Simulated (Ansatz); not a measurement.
## S: response to strain

Take S (space group P3_221, No. 154; a = 7.5652 Å, c = 4.3648 Å; a cell from a computed database, its experimental status unchecked; made of chains) as the base. Axes: x lies along a and z along c of the hexagonal cell.

Strains are applied to the cell and any free atomic positions relax; under biaxial strain the out-of-plane vector relaxes too.

Method: PBEsol (Ansatz, a first-principles code; PAW; 420 eV plane waves; scalar-relativistic without spin-orbit coupling).

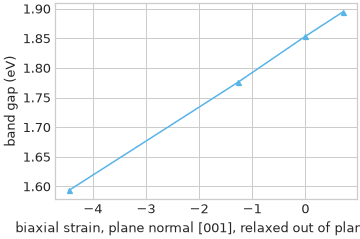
Figure: Band gap against biaxial strain, plane normal [001], relaxed out of plane

| biaxial strain, plane normal [001], relaxed out of plane (%) | band gap |
|---|---|
| -4.45 | 1.59 eV |
| -1.26 | 1.78 eV |
| 0.71 | 1.89 eV |

No phonon test of stability was made. No dispersion term is included in the PBEsol runs. This is not the structure that S has at room temperature and ambient pressure.
